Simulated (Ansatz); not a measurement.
LaB6 (Pm-3m): the Drude term of Re ε in the infrared

Re ε of LaB6 (Pm-3m) at low photon energies is read from one computed spectrum; the carriers' damping was typed as γ = 0.1 eV.

Symmetry: Pm-3m, No. 221, cubic system. Conventional cell: a = 4.157 Å, b = 4.157 Å, c = 4.157 Å, α = 90.00°, β = 90.00°, γ = 90.00°. La on site a has 24 B at 3.05 Å as nearest neighbours. B on site f is surrounded by 5 B at 1.64 to 1.78 Å.

Method: Ansatz 0.2.0, PBE, independent particles, k-mesh 6×6×6 with interpolation inside its cells, Gaussian parameter 0.15 eV.

Launch of the response step: `ansatz run input.yaml --threads 4 --pin off --max-ram 8192MiB --backend cpu --events-out ev --progress --plain --runs-dir out`. The run took 50 s, on 4 threads of Arm Neoverse V1 (shared host).

```tsv
photon energy E (eV)	wavelength (µm)	Re ε
0.25	4.96	-370.3
0.30	4.13	-288.0
0.35	3.54	-232.4
0.40	3.10	-188.8
0.50	2.48	-123.9
0.60	2.07	?
0.70	1.77	-58.1
```

A Drude term over a constant background gives Re ε = ε_b − ωp²/(E² + γ²), linear in 1/(E² + γ²).

Working, on the rows shown:

| x = 1/(E² + γ²) (eV⁻²) | y = Re ε |
| --- | --- |
| 13.7931 | -370.3 |
| 10 | -288 |
| 7.54717 | -232.4 |
| 5.88235 | -188.8 |
| 3.84615 | -123.9 |
| 2 | -58.1 |

Means: x̄ = 7.1781, ȳ = -210.25. Σ(x − x̄)(y − ȳ) = -2390, Σ(x − x̄)² = 91.45. Slope = -2390 / 91.45 = -26.13; intercept = ȳ − slope · x̄ = -22.682. The line misses the rows shown by at most 17.

Problem. Fill in the last column of the withheld row.

Solution. At x = 2.7027 the line gives y = -93.305. The run gave -83.2, so the interpolation is off by 10, 3 % of the range in the table.

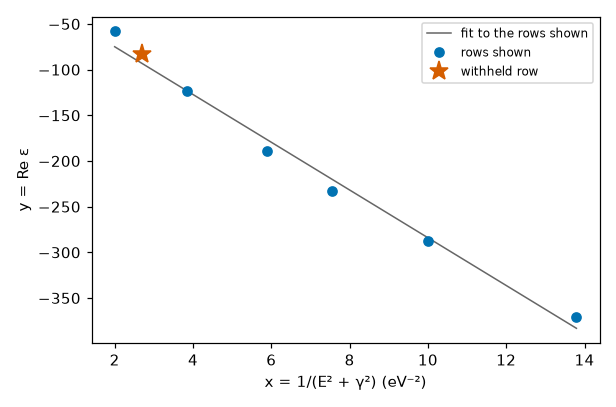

Refitted with all rows, the slope is -26.49 and the intercept -18.905. These give ωp = √(−slope) = 5.15 eV, against 5.30 eV from the program's Fermi-surface sum, and an intercept of -18.9. Taking the program's Drude term off the rows leaves 17 at the lowest energy and -2 at the highest, so the background isn't constant: interband transitions lie in or near the window, and neither fitted number can be trusted. The values come from a sum over the points of one k-mesh and carry its error, which is largest for Fermi-surface quantities. Spin-orbit coupling is left out.

[Logs are printed without paths, hosts, clocks, repeated set-up lines and the standing remarks that a program may print on its own settings, such as how far it seeks lower states.]
